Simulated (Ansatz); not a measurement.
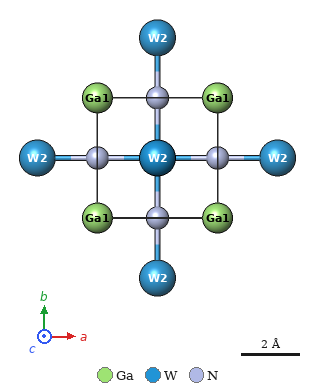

Solid GaWN3 (built on the KZnF3-221 type type), before the relaxation. Style: ball-and-stick. Shown: the cell of the calculation, along the c axis.

The calculation used Ansatz 0.2.0, DFT, PBEsol, plane waves, PAW.

The input:
```yaml
crystal:
  lattice:
    - [4.17017619, 0.0, 0.0]
    - [0.0, 4.17017619, 0.0]
    - [0.0, 0.0, 4.17017619]
  atoms:
    - { symbol: Ga, position: [0.0, 0.0, 0.0] }
    - { symbol: W, position: [0.5, 0.5, 0.5] }
    - { symbol: "N", position: [0.0, 0.5, 0.5] }
    - { symbol: "N", position: [0.5, 0.0, 0.5] }
    - { symbol: "N", position: [0.5, 0.5, 0.0] }
kpoints:
  mp_grid: { grid: [6, 6, 6] }
hamiltonian:
  xc: pbesol
scf:
  occupations: { method: fermi_dirac, width: 0.03 }
relax:
  f_tol: 0.01
  cell: {}
  max_steps: 120
```

Command:
```bash
ansatz run input.yaml --threads 2 --pin off --max-ram 2211MiB --backend cpu --events-out ev --progress --plain --runs-dir out
```

Where does the relaxation end?

Over 4 accepted moves (6 points after the start) the energy falls by 185 meV per atom. All forces vanish by symmetry, so only the cell relaxes. Pressure: −24.24 GPa at the start and 0.00 GPa at the end. The SCF was repeated twice at an unchanged geometry on a basis and grid sized afresh for the cell, which shifted the energy by 2.9 meV per atom at most. No atom moves by more than 0.005 Å relative to the cell. The volume changes by −14.7 %, with a = b = c 4.170 → 3.954 Å (−5.2 %). Among the contacts that change: W2–N3 2.085 → 1.977 Å. The space group stays Pm-3m (No. 221).

Final geometry:

```
CELL_PARAMETERS angstrom
3.95450 0.00000 0.00000
0.00000 3.95450 0.00000
0.00000 0.00000 3.95450
ATOMIC_POSITIONS crystal
Ga 0.00000 0.00000 0.00000
W 0.50000 0.50000 0.50000
N 0.00000 0.50000 0.50000
N 0.50000 0.00000 0.50000
N 0.50000 0.50000 0.00000
```

After the run, drawn alike:

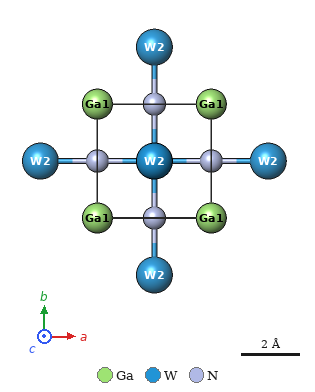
